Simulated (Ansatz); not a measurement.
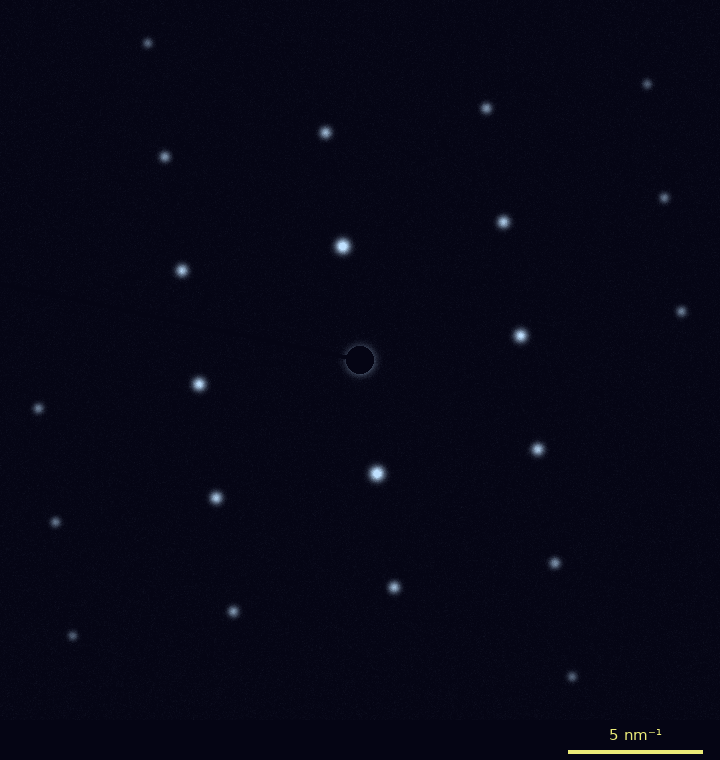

Computed electron diffraction pattern, 80 kV, single scattering only, B = 1 Å².

It belongs to Ta, space group Im-3m (No. 229), a = 3.280 Å. Structure: the input geometry of an electronic-structure calculation (not necessarily at equilibrium).

Which low-index zone axis gives this pattern?

Answer. The spots form a rectangular net whose two shortest vectors correspond to d = 2.32 Å and 1.64 Å, 90.0° apart. They index as 1 -1 0 and 0 0 2, so the zone axis is ±[110] (or an equivalent direction of <110>).

Which reflections of this zone are missing, and why?

Answer. The lattice centring (I) removes all reflections that break h + k + l = 2n.

List the strongest reflections.

Answer. Strongest reflections with d > 0.80 Å, one of each family (|F|² from tabulated Gaussian fits of the electron scattering factors, times a small damping for the curvature of the Ewald sphere):

```csv
hkl,d (Å),I (strongest = 100)
1 -1 0,2.320,100
0 0 2,1.640,50
1 -1 2,1.339,31
2 -2 0,1.160,21
2 -2 2,0.947,11
0 0 4,0.820,6
```
